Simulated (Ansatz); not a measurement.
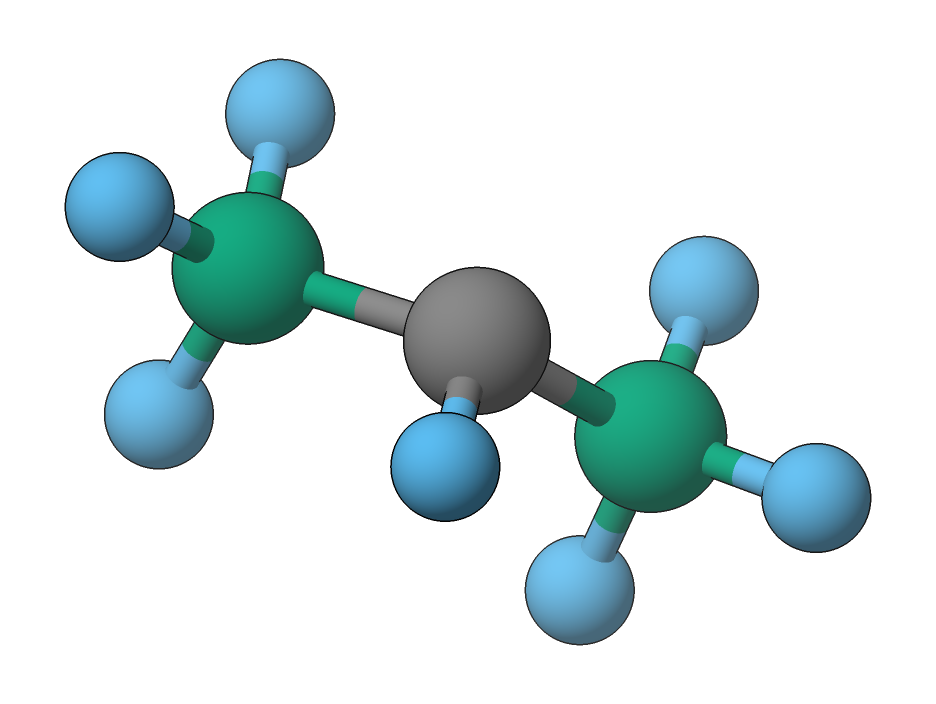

Ball-and-stick drawing of a structure. Colours: nitrogen grey, carbon teal, hydrogen blue.

**Give the formula.**

C2H7N, 10 atoms: 2 carbon, 7 hydrogen and 1 nitrogen.

**How many sets of symmetry-equivalent atoms are there?**

6: 1 N, 2 C, 1 H, 2 H, 2 H, 2 H.

More results for the same structure follow; atom numbers are the same in all pictures, views and colours differ. The geometry was computed by an optimisation with PBE0-D4/def2-TZVP.

## Vibrations

Harmonic vibrations computed with RKS PBE0-D4/def2-TZVP (Ansatz 0.2.0) at a stationary point of the same level.

**How many vibrational modes are there, and where do they lie?**

24 modes: 234, 264, 382, 774, 966, 1033, 1102, 1185, 1203, 1269, 1434, 1462, 1469, 1481, 1487, 1511, 1515, 2948, 2952, 3067, 3069, 3120, 3121, 3560 cm⁻¹.

## Charges

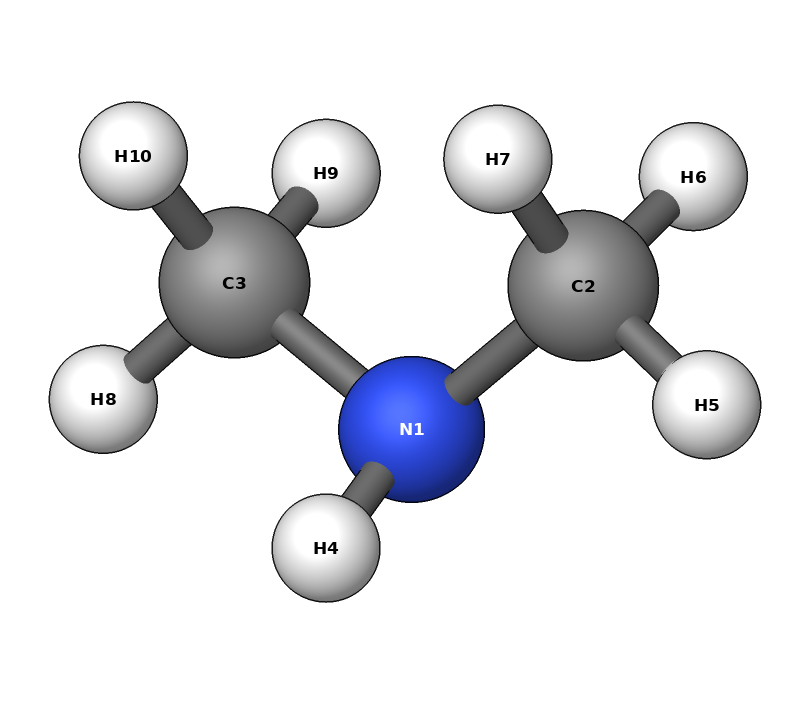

The questions are on Mulliken charges. Level of theory: RKS PBE0-D4/def2-TZVP (Ansatz 0.2.0).

List the Mulliken charges.

```csv
atom,value (e)
N1,−0.32
C2,−0.28
C3,−0.28
H4,0.20
H5,0.13
H6,0.12
H7,0.10
H8,0.13
H9,0.12
H10,0.10
```

## Dipole moment

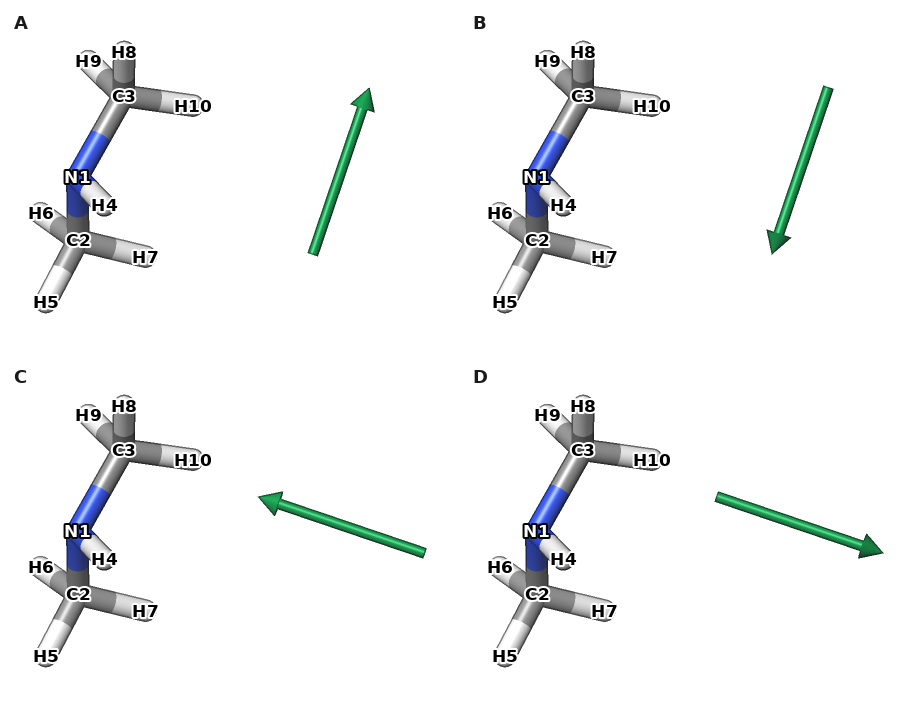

The same molecule four times, each with an arrow. Method: RKS PBE0-D4/def2-TZVP (Ansatz 0.2.0).

**Which arrow points along the dipole moment, from the negative to the positive end?**

D. The dipole moment is 0.96 D; it points from the side of H6, H9 to the side of H7, H10 (the outermost atoms at the two ends).

Mulliken values depend strongly on the basis set and can even reverse the polarity of a bond.
